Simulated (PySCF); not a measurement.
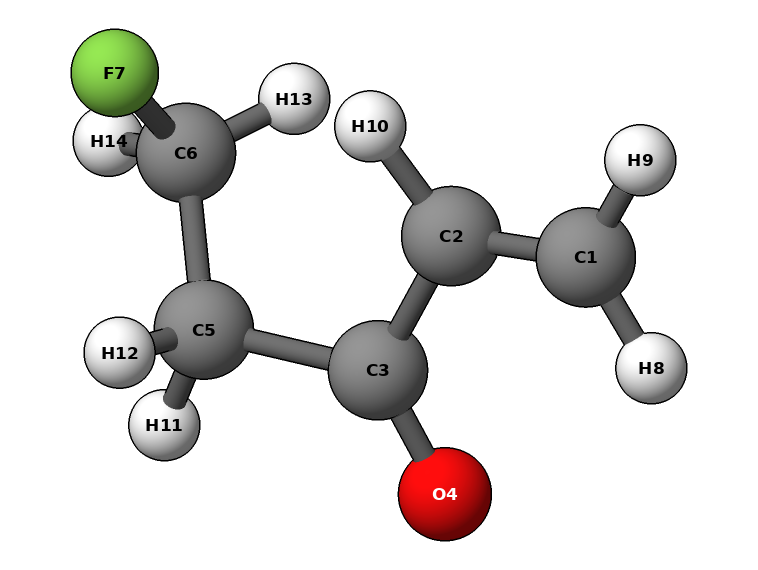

Geometry: a frame of a GFN2-xTB molecular-dynamics simulation, not a minimum. Method: GIAO PBE0/pcSseg-1 NMR shielding, non-relativistic, gas phase (PySCF 2.14.0). Principal shieldings σ11 ≤ σ22 ≤ σ33, span Ω = σ33 − σ11, skew κ = 3(σiso − σ22)/Ω.

Give the shielding tensors of the F atoms.

```json
{"atom": "F7", "σ11": "359.1", "σ22": "395.7", "σ33": "490.3", "σiso": "415.0", "Ω": "131.2", "κ": "0.44"}
```

Shieldings and span in ppm.
